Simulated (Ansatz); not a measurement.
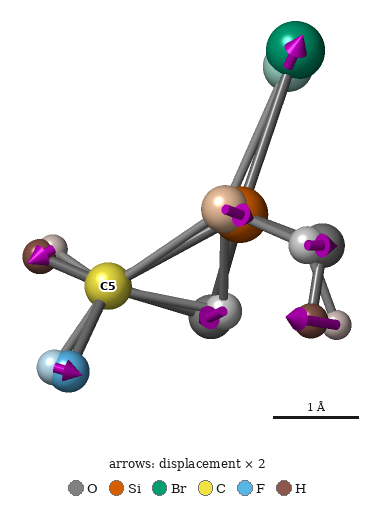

A relaxation of CH₂BrFO₂Si (coarse preliminary run). The starting structure is drawn faded, the final one solid; purple arrows show the displacements, 2 times their true length. The two geometries are superimposed by the best rigid fit.

A ball-and-stick model, seen from a free direction.

The start comes from a force field.

All numbers below come from RKS PBE-D4/def2-SVP in Ansatz.

The input:
```yaml
crystal:
  periodic: [false, false, false]
  atoms:
    - {symbol: O, position_ang: [0.759100, -0.576900, -1.712400]}
    - {symbol: Si, position_ang: [0.605200, -0.341000, -0.096000]}
    - {symbol: Br, position_ang: [2.503200, -0.164400, 0.895400]}
    - {symbol: O, position_ang: [-0.129900, 1.095200, 0.163700]}
    - {symbol: C, position_ang: [-0.913400, 0.029000, 0.785900]}
    - {symbol: F, position_ang: [-2.143300, -0.287700, 0.261800]}
    - {symbol: H, position_ang: [0.319300, 0.183100, -2.228800]}
    - {symbol: H, position_ang: [-0.908100, 0.005500, 1.874600]}
basis:
  gaussian: {orbitals: def2-SVP}
hamiltonian: {xc: pbe, dispersion: d4}
relax: {f_tol: 0.03, max_steps: 200}
```

Launched with:
```bash
ansatz run in.yaml --threads 4 --pin off --events-out ev --progress --plain --max-ram 10444MiB
```

Q: What did the optimiser do to the structure, and how much energy did it gain?

A: H7 moves most after the best rigid fit: 0.46 Å. Largest moves by element: H 0.46 Å, O 0.28 Å, Si 0.26 Å, Br 0.25 Å, F 0.18 Å, C 0.03 Å. Some distances before and after: Si2–O4 1.634 → 1.702 Å, Si2–Br3 2.149 → 2.199 Å, O1–H7 1.019 → 0.976 Å, Si2–C5 1.795 → 1.835 Å. Among the angles between lasting bonds that change: Br3–Si2–O4 104.6° → 117.5°, O1–Si2–O4 109.0° → 118.6°, Si2–C5–H8 118.9° → 128.3°. Groups turn about O1–Si2 by about 40°. The energy falls by 0.554 eV in 11 accepted moves (13 points after the start). Largest force component: 2.5 eV/Å at the start, 0.012 eV/Å at the end. The line search rejected the trial steps at points 8, 12 of the run. Cost: 24 s on 4 threads of Arm Neoverse V2 (shared host).
